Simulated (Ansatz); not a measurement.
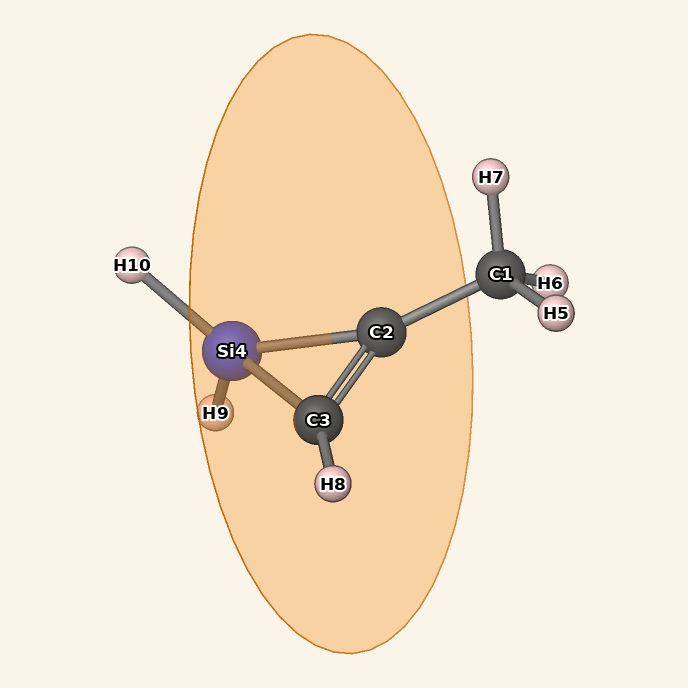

A disc through the centre of mass is drawn in. Distant atoms are faded towards the background colour. The computed structure is the end point of a PBE-D4/def2-SVP optimisation. No frequency run is at hand to confirm it as a minimum.

> Is the plane of the disc a mirror plane of the structure?

No. The point group is Cs, with 1 mirror plane, and this plane isn't one of its mirror planes.
